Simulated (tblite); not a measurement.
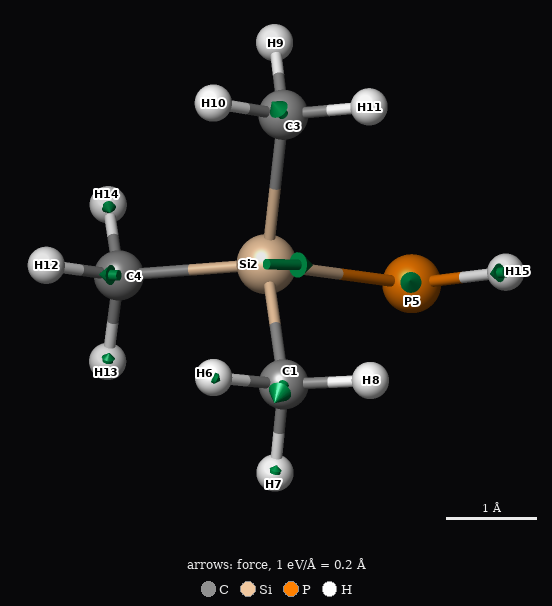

Starting geometry of C$_{3}$H$_{10}$PSi (charge −1) with the computed forces as green arrows. A ball-and-stick model, seen at a tilt.

Theory: GFN2-xTB geometry optimisation, gas phase (tblite). 

What follows when this structure is relaxed?

Answer. It isn't relaxed: the largest force vector, on Si2, is 3.75 eV/Å. The final displacements follow the starting forces only in part (cosine between the two patterns 0.32). The energy falls by 9.09 kcal/mol in 38 geometry steps. Si2 moves most after the best rigid fit: 0.21 Å. By element the largest moves are Si 0.21 Å, H 0.21 Å, P 0.13 Å, C 0.07 Å. Near-neighbour distances that change, for instance: Si2–P5 2.274 → 2.159 Å, C1–Si2 1.855 → 1.933 Å, P5–H15 1.427 → 1.362 Å, Si2–C3 1.873 → 1.933 Å. Among the angles between lasting bonds that change: C3–Si2–P5 108.3° → 117.6°, C1–Si2–C3 110.4° → 101.4°, C1–Si2–P5 108.9° → 117.6°.
